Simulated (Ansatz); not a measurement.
# AlFH2O: molecular dynamics

The plan is to follow the molecule's vibrations and see whether its bonds hold. The start is relaxed first. Runs: 300 steps of 0.5 fs at constant energy, with velocities drawn for 300 K.

Method: RKS B3LYP-D4/def2-SVP, in Ansatz 0.2.0.

## (1) Starting point

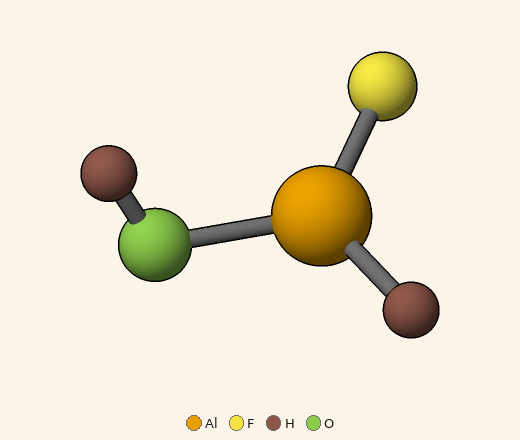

Start, viewed from a chosen angle; aluminium amber, fluorine yellow, hydrogen brown, oxygen green.

Structure file:

```xyz
5

Al    0.0000    0.0000    0.0000
F     0.0000    0.0000    1.6900
H     1.3510    0.0000   -0.7800
O    -1.5415    0.0000   -0.8900
H    -2.0512   -0.8467   -0.6815
```

## (2) Preparing the start

Input file input.yaml:

```yaml
crystal:
  periodic: [false, false, false]
  atoms:
    - { symbol: Al, position_ang: [0.0, 0.0, 0.0] }
    - { symbol: F, position_ang: [0.0, 0.0, 1.69] }
    - { symbol: H, position_ang: [1.351, 0.0, -0.78] }
    - { symbol: O, position_ang: [-1.5415, 0.0, -0.89] }
    - { symbol: H, position_ang: [-2.0512, -0.8467, -0.6815] }
basis:
  gaussian: { orbitals: def2-SVP }
hamiltonian:
  xc: b3lyp
  dispersion: d4
relax:
  f_tol: 0.02
  max_steps: 40
```

On the command line:

```
$ ansatz run input.yaml --threads 1 --pin off --max-ram 2048MiB --backend cpu --events-out ev --progress --plain --runs-dir out
```

The program printed, cut to the lines that bear on the results:

```text
Warning: RAYON_NUM_THREADS=1 ignored (pool sized by the plan → 1); use --threads N
[...]
Functional definition: B3LYP
[...]
549 factors; integrals over basis functions are off by at most 4.3e-4 eV
[...]
mean field -11391.07278793 eV, -418.6142038099 hartree, gradient 7.5e-5 eV, S^2 0.000000; 0 other end points of the search recorded, 0 dependent functions left out
[...]
reference -11391.07300167 eV, -418.6142116649 hartree; 16, 16 occupied and 40, 40 virtual orbitals, 549 factors
relax step   1: F+E_penalty+E_count = -11391.16067232 eV  Δ(F+E_penalty+E_count) = +0.000e0 eV  max|allowed force component| = 1.880e0 eV/Å  Δτ_max = 0.0000 Å  (21 SCF iters, accepted)
[...]
relax step   7: F+E_penalty+E_count = -11391.47062638 eV  Δ(F+E_penalty+E_count) = -7.596e-3 eV  max|allowed force component| = 3.635e-2 eV/Å  Δτ_max = 0.0242 Å  (23 SCF iters, accepted)
[...]
relax step   8: F+E_penalty+E_count = -11391.47077944 eV  Δ(F+E_penalty+E_count) = -1.531e-4 eV  max|allowed force component| = 1.938e-2 eV/Å  Δτ_max = 0.0153 Å  (22 SCF iters, accepted)
549 factors; integrals over basis functions are off by at most 3.9e-4 eV
[...]
mean field -11391.38140363 eV, -418.6255452277 hartree, gradient 2.3e-5 eV, S^2 0.000000; 1 other end points of the search recorded, 0 dependent functions left out
[...]
reference -11391.38161139 eV, -418.6255528630 hartree; 16, 16 occupied and 40, 40 virtual orbitals, 549 factors
Total energy: -11391.47098720 eV, -418.6288373634 hartree
Atom 0 at     0.032932    -0.070711    -0.027639 Å, force    -0.002213    -0.005440    -0.007422 eV/Å
Atom 1 at    -0.034128    -0.057132     1.636495 Å, force     0.003536     0.002573     0.019383 eV/Å
Atom 2 at     1.386022     0.185850    -0.762596 Å, force     0.000602     0.001855    -0.006755 eV/Å
Atom 3 at    -1.371774    -0.366771    -0.923721 Å, force    -0.000097     0.001206     0.005749 eV/Å
Atom 4 at    -2.254751    -0.537935    -0.584039 Å, force    -0.001829    -0.000194    -0.010955 eV/Å
Dipole moment:    -0.198885    -0.040049    -0.074010 e Å
```

Run time: 12 s. Hardware: 1 thread of Arm Neoverse V1, shared host; peak memory 0.12 GiB.

Relaxation path:

| step | energy from step 1 (eV) | largest force component (eV/Å) |
| --- | --- | --- |
| 1 | 0.0000 | 1.8802 |
| 2 | -0.1118 | 1.5897 |
| 3x | -0.0093 | 4.4783 |
| 4 | -0.2144 | 0.5934 |
| 5 | -0.2709 | 0.2629 |
| 6 | -0.3024 | 0.4716 |
| 7 | -0.3100 | 0.0363 |
| 8 | -0.3101 | 0.0194 |

Step 1 is the start. 1 step was tried and not accepted (3; marked x where the table lists them).

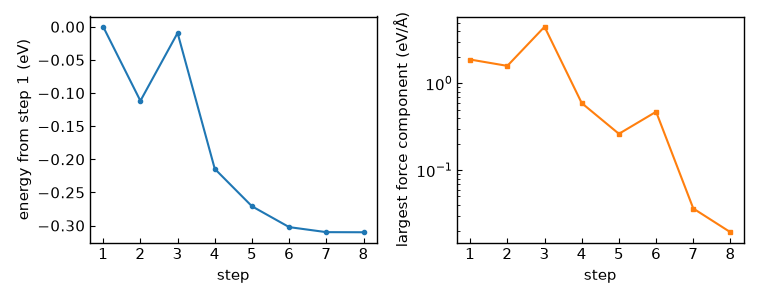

How energy and force went from step to step.

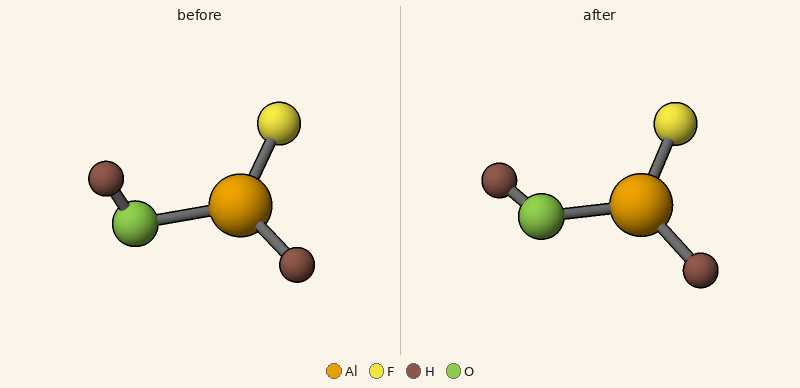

Before and after, at one scale.

After: Bond lengths: Al1–F2 1.666 Å, Al1–H3 1.561 Å, Al1–O4 1.692 Å, O4–H5 0.961 Å. Angles: F2–Al1–H3 120.3°, F2–Al1–O4 119.8°, H3–Al1–O4 119.9°, Al1–O4–H5 127.3°.

## (3) The run

300 steps of 0.5 fs at constant energy, with velocities drawn for 300 K, from the relaxed start.

Input file input.yaml:

```yaml
crystal:
  periodic: [false, false, false]
  atoms:
    - { symbol: Al, position_ang: [0.032932, -0.070711, -0.027639] }
    - { symbol: F, position_ang: [-0.034128, -0.057132, 1.636495] }
    - { symbol: H, position_ang: [1.386022, 0.18585, -0.762596] }
    - { symbol: O, position_ang: [-1.371774, -0.366771, -0.923721] }
    - { symbol: H, position_ang: [-2.254751, -0.537935, -0.584039] }
basis:
  gaussian: { orbitals: def2-SVP }
hamiltonian:
  xc: b3lyp
  dispersion: d4
md:
  timestep: 0.5
  n_steps: 300
  ensemble: nve
  temperature: 300.0
  initial_velocities: maxwell_boltzmann
  seed: 283462
```

On the command line:

```
$ ansatz run input.yaml --threads 1 --pin off --max-ram 2048MiB --backend cpu --events-out ev --progress --plain --runs-dir out
```

The program printed, cut to the lines that bear on the results:

```text
Warning: RAYON_NUM_THREADS=1 ignored (pool sized by the plan → 1); use --threads N
[...]
Functional definition: B3LYP
[...]
551 factors; integrals over basis functions are off by at most 3.4e-4 eV
[...]
mean field -11391.38140410 eV, -418.6255452450 hartree, gradient 7.1e-5 eV, S^2 0.000000; 0 other end points of the search recorded, 0 dependent functions left out
[...]
reference -11391.38161178 eV, -418.6255528772 hartree; 16, 16 occupied and 40, 40 virtual orbitals, 551 factors
md step     0: t =     0.00 fs  T =   300.0 K  F+E_penalty+E_count = -11391.47077990 eV  E_kin = 0.116334 eV  conserved = -11391.35444590 eV  (21 SCF iters)
[...]
md step    18: t =     9.00 fs  T =   134.3 K  F+E_penalty+E_count = -11391.40642958 eV  E_kin = 0.052095 eV  conserved = -11391.35433500 eV  (22 SCF iters, 3 dispersion substeps)
[...]
md step    36: t =    18.00 fs  T =    64.4 K  F+E_penalty+E_count = -11391.37912530 eV  E_kin = 0.024964 eV  conserved = -11391.35416174 eV  (23 SCF iters, 3 dispersion substeps)
[...]
md step    54: t =    27.00 fs  T =   150.4 K  F+E_penalty+E_count = -11391.41234887 eV  E_kin = 0.058325 eV  conserved = -11391.35402414 eV  (23 SCF iters, 3 dispersion substeps)
[...]
md step    70: t =    35.00 fs  T =   179.6 K  F+E_penalty+E_count = -11391.42378273 eV  E_kin = 0.069627 eV  conserved = -11391.35415602 eV  (23 SCF iters, 3 dispersion substeps)
md step    71: t =    35.50 fs  T =   170.1 K  F+E_penalty+E_count = -11391.41996469 eV  E_kin = 0.065945 eV  conserved = -11391.35401937 eV  (23 SCF iters, 3 dispersion substeps)
```

## (4) The output, continued: dynamics from the start

The log, continued, cut to the lines that bear on the results:

```text
md step    72: t =    36.00 fs  T =   167.4 K  F+E_penalty+E_count = -11391.41891380 eV  E_kin = 0.064919 eV  conserved = -11391.35399528 eV  (22 SCF iters, 3 dispersion substeps)
[...]
md step    94: t =    47.00 fs  T =   148.5 K  F+E_penalty+E_count = -11391.41189533 eV  E_kin = 0.057581 eV  conserved = -11391.35431431 eV  (23 SCF iters, 3 dispersion substeps)
[...]
md step   116: t =    58.00 fs  T =   137.5 K  F+E_penalty+E_count = -11391.40745083 eV  E_kin = 0.053308 eV  conserved = -11391.35414322 eV  (23 SCF iters, 3 dispersion substeps)
[...]
md step   138: t =    69.00 fs  T =   181.6 K  F+E_penalty+E_count = -11391.42454337 eV  E_kin = 0.070402 eV  conserved = -11391.35414090 eV  (22 SCF iters, 3 dispersion substeps)
[...]
md step   160: t =    80.00 fs  T =   108.3 K  F+E_penalty+E_count = -11391.39637519 eV  E_kin = 0.041983 eV  conserved = -11391.35439265 eV  (23 SCF iters, 3 dispersion substeps)
md step   161: t =    80.50 fs  T =   104.4 K  F+E_penalty+E_count = -11391.39487980 eV  E_kin = 0.040498 eV  conserved = -11391.35438154 eV  (23 SCF iters, 3 dispersion substeps)
```

## (5) The log goes on: dynamics from the start

The log, continued, cut to the lines that bear on the results:

```text
md step   162: t =    81.00 fs  T =    93.8 K  F+E_penalty+E_count = -11391.39063070 eV  E_kin = 0.036354 eV  conserved = -11391.35427627 eV  (23 SCF iters, 3 dispersion substeps)
[...]
md step   181: t =    90.50 fs  T =   143.2 K  F+E_penalty+E_count = -11391.40956281 eV  E_kin = 0.055534 eV  conserved = -11391.35402886 eV  (23 SCF iters, 3 dispersion substeps)
[...]
md step   200: t =   100.00 fs  T =   234.7 K  F+E_penalty+E_count = -11391.44511361 eV  E_kin = 0.090993 eV  conserved = -11391.35412039 eV  (23 SCF iters, 3 dispersion substeps)
[...]
md step   219: t =   109.50 fs  T =    79.8 K  F+E_penalty+E_count = -11391.38527531 eV  E_kin = 0.030932 eV  conserved = -11391.35434373 eV  (23 SCF iters, 3 dispersion substeps)
[...]
md step   299: t =   149.50 fs  T =    87.9 K  F+E_penalty+E_count = -11391.38812922 eV  E_kin = 0.034079 eV  conserved = -11391.35405052 eV  (23 SCF iters, 3 dispersion substeps)
[...]
md step   300: t =   150.00 fs  T =    80.9 K  F+E_penalty+E_count = -11391.38538576 eV  E_kin = 0.031385 eV  conserved = -11391.35400074 eV  (24 SCF iters, 3 dispersion substeps)
Total energy: -11391.38559598 eV, -418.6256992940 hartree
Atom 0 at     0.058212    -0.101754    -0.034370 Å, force    -0.591707     0.669529    -0.009734 eV/Å
Atom 1 at    -0.055209    -0.044270     1.623493 Å, force     0.114654    -0.247365     0.182322 eV/Å
Atom 2 at     1.344375     0.471717    -0.703169 Å, force     0.084673    -0.239678    -0.141319 eV/Å
Atom 3 at    -1.387365    -0.338301    -0.901562 Å, force    -0.596266    -0.609403     0.293199 eV/Å
Atom 4 at    -2.244991    -0.687141    -0.569947 Å, force     0.988647     0.426918    -0.324467 eV/Å
Dipole moment:    -0.120077    -0.250476    -0.109431 e Å
```

Run time: 5.6 min. Hardware: 1 thread of Arm Neoverse V1, shared host; peak memory 0.1 GiB.

## (6) The trajectory

One step in 22; energies are changes from step 0:

| time (fs) | T (K) | potential energy change (meV/atom) | total energy change (meV/atom) |
| --- | --- | --- | --- |
| 0.0 | 300 | 0.0 | 0.00 |
| 11.0 | 78 | 17.3 | 0.08 |
| 22.0 | 112 | 14.7 | 0.05 |
| 33.0 | 189 | 8.6 | 0.03 |
| 44.0 | 140 | 12.5 | 0.09 |
| 55.0 | 148 | 11.8 | 0.01 |
| 66.0 | 172 | 10.0 | 0.08 |
| 77.0 | 129 | 13.3 | 0.03 |
| 88.0 | 127 | 13.5 | 0.03 |
| 99.0 | 234 | 5.2 | 0.08 |
| 110.0 | 75 | 17.5 | 0.01 |
| 121.0 | 132 | 13.1 | 0.08 |
| 132.0 | 220 | 6.2 | 0.05 |
| 143.0 | 155 | 11.3 | 0.03 |
| 150.0 | 81 | 17.1 | 0.09 |

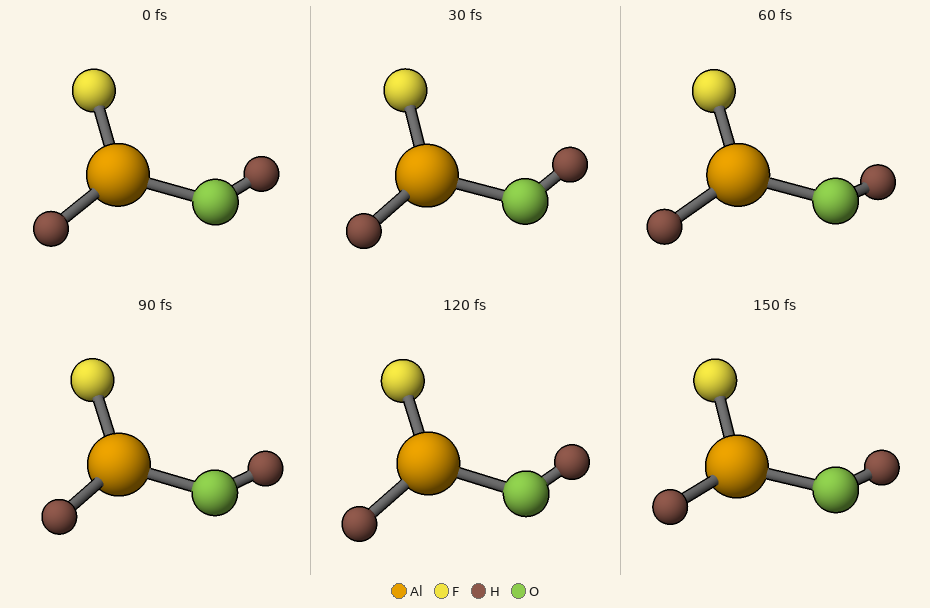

Six frames of the run, seen from a chosen angle. Sticks join atoms within a bonding distance in each frame.

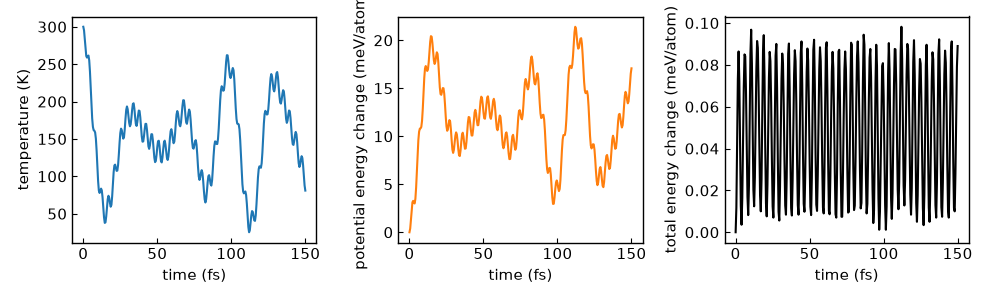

Time series of the run, each on its own scale.

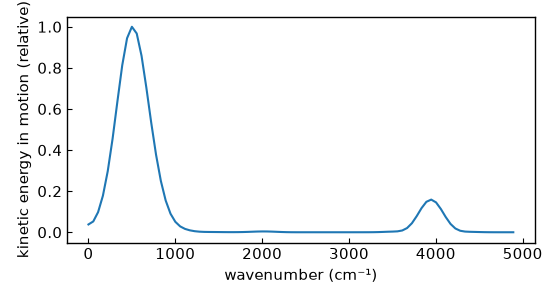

Power spectrum of the mass-weighted velocities; a run of 150 fs resolves no finer than about 440 cm⁻¹.

Maxima of the velocity power spectrum (cm⁻¹, relative height; resolution about 440 cm⁻¹): 500 (100), 3950 (16).

## (7) Frames from the trajectory

Extended XYZ, with forces in eV/Å:

```xyz
5
time_fs=19.0 T=62 dE=0.0928
Al    0.049   -0.082   -0.037   -0.131    0.469    0.158
F    -0.052   -0.057    1.621    0.043   -0.129    0.206
H     1.380    0.439   -0.664    0.031   -0.239   -0.180
O    -1.377   -0.384   -0.895    1.192   -0.119   -0.579
H    -2.252   -0.229   -0.588   -1.135    0.017    0.395
5
time_fs=37.5 T=188 dE=0.0435
Al    0.051   -0.049   -0.036   -0.302   -0.463   -0.024
F    -0.059   -0.072    1.636    0.219    0.171   -0.275
H     1.355    0.046   -0.899    0.051    0.137    0.247
O    -1.372   -0.384   -0.903    0.294    0.221   -0.041
H    -2.255   -0.421   -0.537   -0.262   -0.066    0.093
5
time_fs=56.0 T=133 dE=0.0649
Al    0.030   -0.060   -0.030    0.505   -0.347    0.031
F    -0.036   -0.063    1.625   -0.101    0.111    0.349
H     1.471   -0.014   -0.655   -0.185    0.184   -0.142
O    -1.374   -0.352   -0.913   -0.827   -0.407    0.071
H    -2.189   -0.757   -0.556    0.607    0.459   -0.309
5
time_fs=75.0 T=141 dE=0.0618
Al    0.035   -0.105   -0.023   -0.381    0.641   -0.070
F    -0.023   -0.040    1.650    0.029   -0.239   -0.253
H     1.318    0.405   -0.774   -0.033   -0.237    0.077
O    -1.385   -0.332   -0.941   -0.369   -0.556    0.427
H    -2.244   -0.714   -0.672    0.755    0.391   -0.182
5
time_fs=94.0 T=218 dE=0.0318
Al    0.010   -0.084   -0.016    0.498    0.362   -0.107
F    -0.009   -0.052    1.646   -0.036   -0.082    0.058
H     1.300    0.283   -0.829    0.043   -0.109    0.166
O    -1.356   -0.360   -0.942    0.261   -0.020   -0.314
H    -2.267   -0.463   -0.709   -0.766   -0.151    0.196
5
time_fs=112.5 T=28 dE=0.1059
Al    0.015   -0.034   -0.022   -0.178   -0.885   -0.011
F    -0.005   -0.075    1.646   -0.265    0.250   -0.018
H     1.460   -0.082   -0.607   -0.051    0.240   -0.292
O    -1.379   -0.401   -0.949    1.513    0.413    0.000
H    -2.279   -0.376   -0.666   -1.018   -0.018    0.321
5
time_fs=131.0 T=239 dE=0.0235
Al    0.029   -0.065   -0.028    0.249   -0.033    0.101
F    -0.036   -0.064    1.641    0.102    0.054   -0.133
H     1.315    0.163   -0.881    0.150    0.040    0.186
O    -1.358   -0.373   -0.920   -0.511   -0.001   -0.121
H    -2.262   -0.447   -0.599    0.009   -0.061   -0.033
5
time_fs=150.0 T=81 dE=0.0854
Al    0.058   -0.102   -0.034   -0.592    0.669   -0.010
F    -0.055   -0.044    1.623    0.115   -0.247    0.182
H     1.344    0.472   -0.703    0.085   -0.240   -0.141
O    -1.387   -0.338   -0.902   -0.596   -0.609    0.293
H    -2.245   -0.687   -0.570    0.989    0.427   -0.325
```

## (8) What came out

| quantity | value |
| --- | --- |
| relaxation of the start | 6 moves, 0.310 eV lower |
| length | 300 steps of 0.5 fs |
| temperature, first and last step | 300 and 81 K |
| temperature, second half | mean 150 K, from 25 to 262 K |
| potential energy, second half | +12 meV/atom from the start |
| largest change of the total energy | 0.10 meV/atom |
| bonds formed or broken | 0 |

The temperature starts at 300 K and averages 150 K in the second half, where it ranges from 25 to 262 K. About half is expected from a start at a minimum: kinetic energy passes into potential energy until both shares match. The total energy strays from its start by at most 0.10 meV/atom, 0.8 % of the mean kinetic energy, so a step of 0.5 fs is short enough over this time. No bond forms or breaks. A run of 150 fs with 5 atoms shows the motion but fixes no equilibrium value. The nuclei move classically, without zero-point motion, which matters most for hydrogen.
